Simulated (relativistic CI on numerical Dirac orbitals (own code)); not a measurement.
Mg⁵⁺: relativistic CI calculation

Mg⁵⁺. Computed at this level: Dirac-Coulomb-Breit CI, KLI orbitals optimised for each configuration, model QED (radiative potential, 1s self-energy scaled to tabulated hydrogen-like ionisation energies), valence Slater integrals scaled by 0.85, P86 correlation energy added to each configuration (relativistic CI on numerical Dirac orbitals, in-house).

The input:
```
atom Mg  Z=12  charge=5  electrons=7
nucleus A=24  rms_radius_fm=3.0570
hamiltonian dirac-coulomb  breit=on  qed=on  c_scale=1
orbitals kli  potential=per-configuration
slater_scale 0.85
correlation p86
mixing on
configurations
  [He] 2s2 2p3
  [He] 2s 2p4
  [He] 2p5
  [He] 2s2 2p2 3s
  [He] 2s2 2p2 3p
  [He] 2s2 2p2 3d
  [He] 2p4 3s
  [He] 2p4 3p
  [He] 2s 2p3 3s
  [He] 2p4 3d
  [He] 2s2 2p2 4s
  [He] 2s 2p3 3p
  [He] 2s2 2p2 4p
  [He] 2s2 2p2 4d
  [He] 2s2 2p2 4f
  [He] 2s 2p3 3d
end
```

The run was one of a batch that the task file lists, launched with:
```bash
python <driver script> task.json out
```

The program writes its results to a structured record and prints no log; tables and figures of this report are taken from that record.

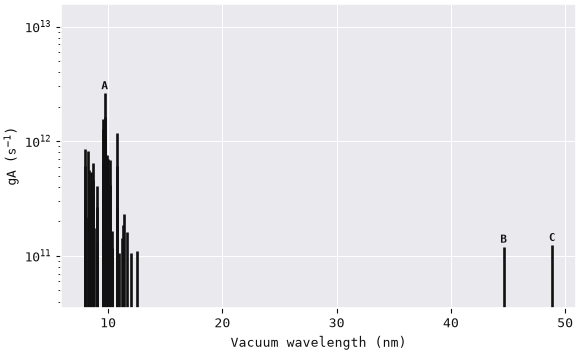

Fig. 1: The stronger electric dipole lines (weighted rates gA) for Mg⁵⁺. A: 2s² 2p² 3d ²F₇/₂ → 2s² 2p³ ²D°₅/₂, 9.709 nm, gA = 2.6×10¹² s⁻¹; B: 2s² 2p² 4f ⁴G°₁₁/₂ → 2s² 2p² 3d ⁴F₉/₂, 44.63 nm, gA = 1.2×10¹¹ s⁻¹; C: 2s² 2p² 4f ²F°₇/₂ → 2s² 2p² 3d ²D₅/₂, 48.88 nm, gA = 1.2×10¹¹ s⁻¹. The strongest, A, lies in the soft X-ray region.

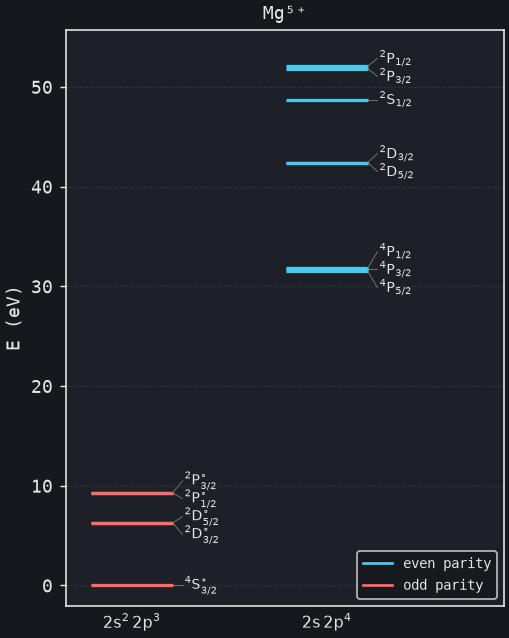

Fig. 2: Level diagram of Mg⁵⁺ (magnesium, Z = 12). The lowest level is 2s² 2p³ ⁴S°₃/₂. The first excited level, 2s² 2p³ ²D°₃/₂, lies at 6.29 eV. The lowest level of opposite parity, 2s 2p⁴ ⁴P₅/₂, is at 31.5 eV. The levels are close to LS coupling (mean leading weight 99 % in LS and 67 % in jj).

```csv
Configuration,Level,E (eV),Landé g,Lifetime (s; – stable or not computed)
2s² 2p³,⁴S°₃/₂,0,2.001,–
2s² 2p³,²D°₃/₂,6.293,0.803,7.6×10⁰
2s² 2p³,²D°₅/₂,6.294,1.200,2.4×10²
2s² 2p³,²P°₁/₂,9.288,0.665,1.6×10⁻¹
2s² 2p³,²P°₃/₂,9.306,1.330,6.4×10⁻²
2s 2p⁴,⁴P₅/₂,31.51,1.601,2.9×10⁻¹⁰
2s 2p⁴,⁴P₃/₂,31.71,1.734,2.8×10⁻¹⁰
2s 2p⁴,⁴P₁/₂,31.82,2.669,2.8×10⁻¹⁰
2s 2p⁴,²D₅/₂,42.41,1.200,1.1×10⁻¹⁰
2s 2p⁴,²D₃/₂,42.42,0.799,1.1×10⁻¹⁰
2s 2p⁴,²S₁/₂,48.74,1.998,6.1×10⁻¹¹
2s 2p⁴,²P₃/₂,51.84,1.333,2.8×10⁻¹¹
2s 2p⁴,²P₁/₂,52.08,0.670,2.8×10⁻¹¹
```

Key numbers:

- outcome: converged
- lowest level: 2s² 2p³ ⁴S°₃/₂
- first excited level: 2s² 2p³ ²D°₃/₂, 50,756 cm⁻¹
- ionisation energy: 186.954 eV
- levels computed: 359
- SCF iterations: 140
- hardware: 1 CPU thread, shared host
- wall time: 0.55 s

Notes:

To bear in mind: configurations can be misplaced by up to about 7 % of their energy; only a limited list of configurations is included, so lower levels can be missing; only lines among the lowest 200 of 359 levels are drawn, so those from 2s² 2p² 4f and 2s 2p³ 3d are incomplete.
